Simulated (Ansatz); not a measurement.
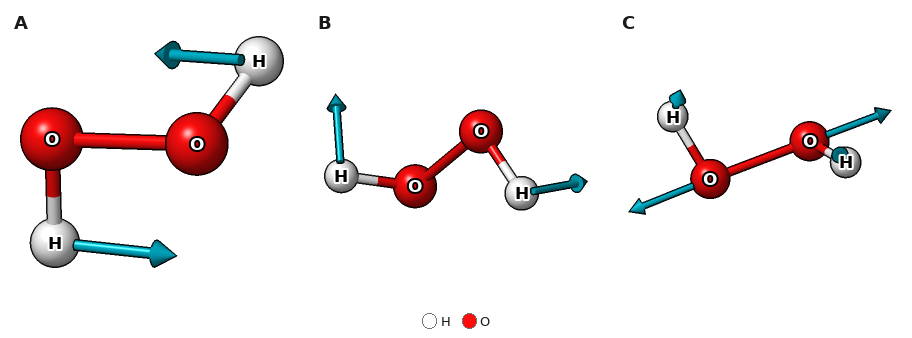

3 normal modes of one molecule or complex, as arrows. Harmonic vibrations computed with RKS PBE0-D4/def2-TZVP (Ansatz 0.2.0) at a stationary point of the same level.

**Match the panels to the wavenumbers 394 cm⁻¹, 1007 cm⁻¹, 1464 cm⁻¹.**

A: 1464 cm⁻¹, H–O–O bending
B: 394 cm⁻¹, a torsion or out-of-plane motion in which bond lengths and bond angles hardly change
C: 1007 cm⁻¹, O–O stretching
